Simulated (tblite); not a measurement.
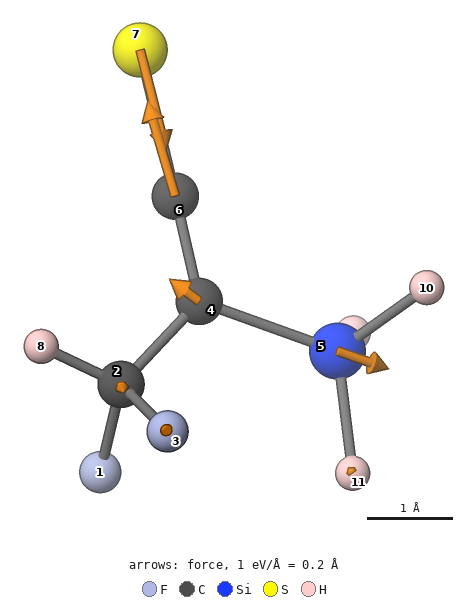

Starting geometry of C₃H₄F₂SSi with the computed forces as orange arrows. Style: ball-and-stick. Shown at a tilt.

These are results of GFN2-xTB geometry optimisation, gas phase in tblite, not measurements. 

**Is this structure relaxed? If not, where do the atoms go?**

It isn't relaxed: the largest force vector, on the S atom, is 6.30 eV/Å. The final displacements follow the starting forces only in part (cosine between the two patterns 0.69). Over 35 geometry steps the energy falls by 27.4 kcal/mol. The S atom moves most after the best rigid fit: 0.23 Å. Largest moves by element: S 0.23 Å, H 0.11 Å, C 0.08 Å, Si 0.07 Å, F 0.03 Å. Near-neighbour distances that change, for instance: C–S 1.799 → 1.555 Å, C–Si 1.809 → 1.918 Å, H–Si 1.491 → 1.462 Å, C–F 1.378 → 1.360 Å. Among the angles between lasting bonds that change: C–Si–H 112.1° → 105.2°, C–C–S 179.3° → 173.2°, H–Si–H 108.0° → 111.8°. The run took 0.12 s on 1 thread of AMD EPYC 9R45 96-Core Processor, on a shared host.
